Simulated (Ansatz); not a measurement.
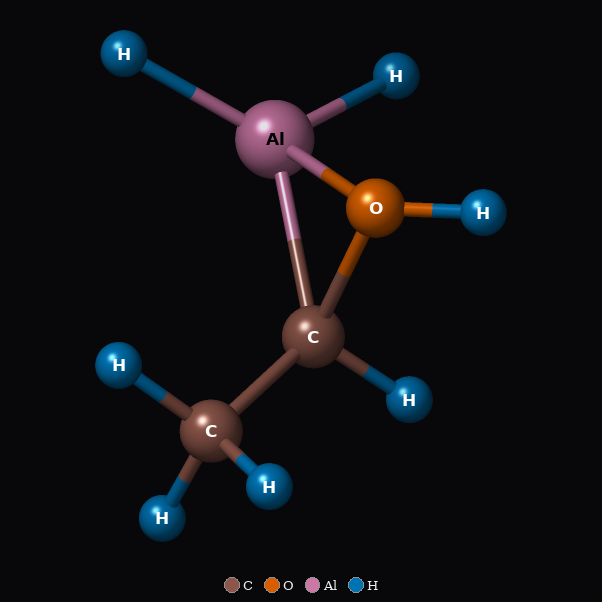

Computed geometry: PBE0-D4/def2-TZVP optimisation.

Question: What is the molecular formula?

Answer: C₂H₇AlO, 11 atoms: 2 carbon, 7 hydrogen, 1 aluminium and 1 oxygen.

Question: Count the bonded pairs by element.

Answer: 4 C–H, 2 Al–H, 1 C–C, 1 C–O, 1 Al–O, 1 C–Al, 1 O–H. Sticks follow a distance rule.

Question: What is the point group of this geometry?

Answer: C1.

More results for the same structure follow; atom numbers are the same in all pictures, views and colours differ.

## Geometry

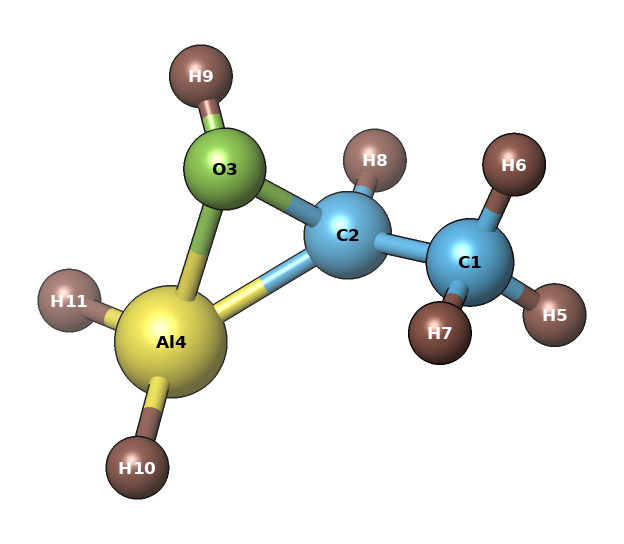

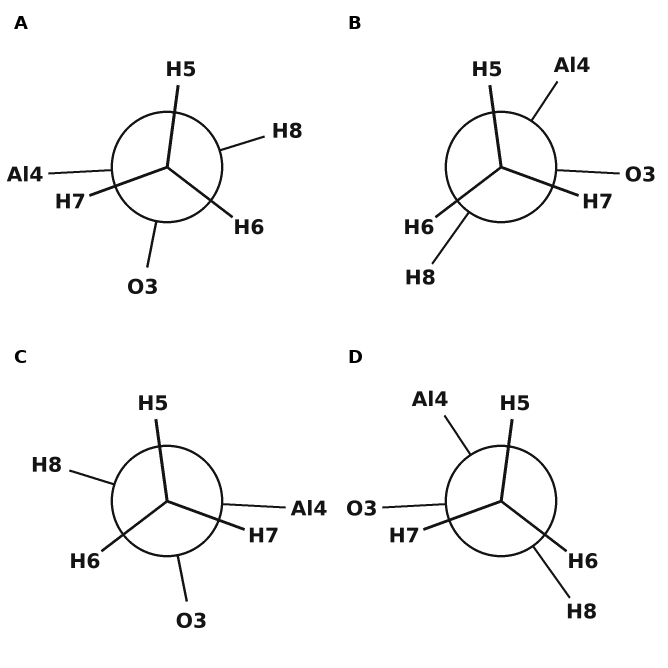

Atoms fade into the background with distance from the viewer. Bonds that would overlap in a projection are set slightly apart.

Question: Which Newman projection shows the view along C1–C2, with C1 in front?

Answer: C. The torsion angle H5–C1–C2–Al4 is 101°, anticlinal.

## Charges

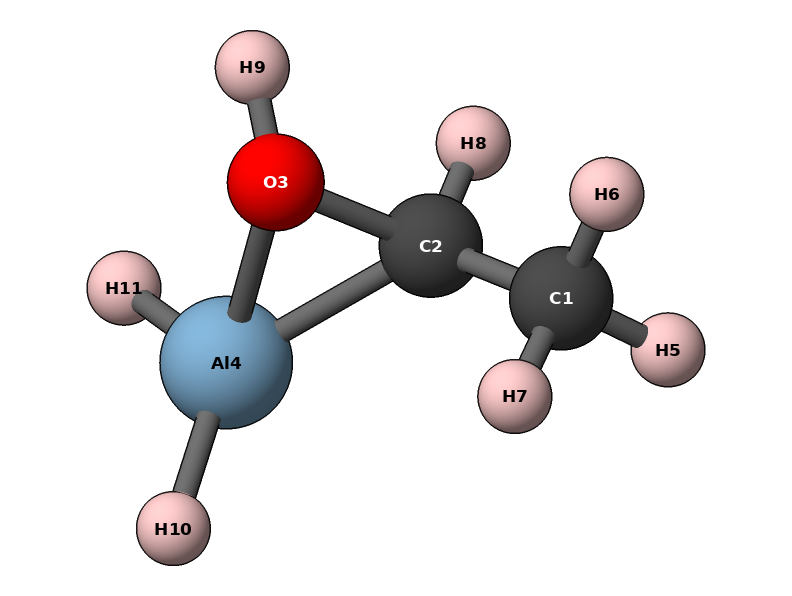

The questions are on Mulliken charges. Method: RKS r2SCAN-D4/def2-TZVPP (Ansatz 0.2.0).

Question: Which atom carries the highest charge (most positive or least negative)?

Answer: Al4 (0.45 e).

Question: And the lowest?

Answer: O3 (−0.23 e).

Give the Mulliken charges atom by atom.

```tsv
atom	value (e)
C1	−0.10
C2	−0.14
O3	−0.23
Al4	0.45
H5	0.04
H6	0.03
H7	0.05
H8	0.05
H9	0.21
H10	−0.18
H11	−0.18
```

## Vibrations

Harmonic vibrations computed with RKS PBE0-D4/def2-TZVP (Ansatz 0.2.0) at a stationary point of the same level.

Question: How many vibrational modes are there, and where do they lie?

Answer: 27 modes: 170, 228, 315, 365, 393, 470, 541, 582, 629, 751, 780, 942, 1000, 1025, 1161, 1213, 1341, 1401, 1468, 1492, 1907, 1924, 3028, 3095, 3104, 3127, 3865 cm⁻¹.

## Dipole moment

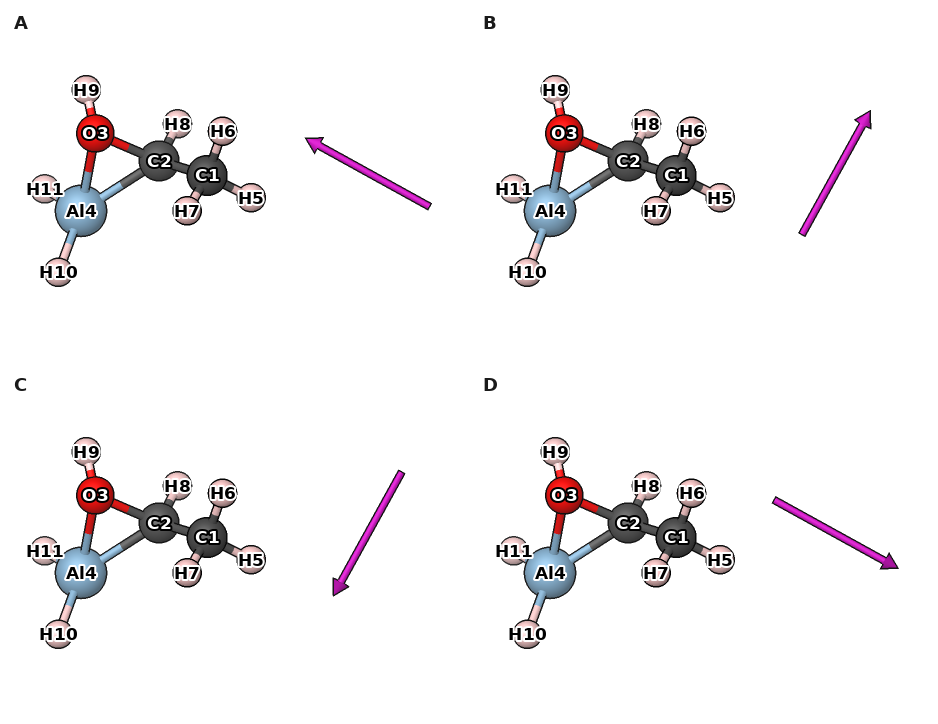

The same molecule four times, each with an arrow. Properties computed with RKS PBE-D4/def2-TZVPP (Ansatz 0.2.0).

Question: Which arrow points along the dipole moment, from the negative to the positive end?

Answer: B. The dipole moment is 2.62 D; it points from the side of H10 to the side of H6 (the outermost atoms at the two ends).

Mulliken values depend strongly on the basis set and can even reverse the polarity of a bond.
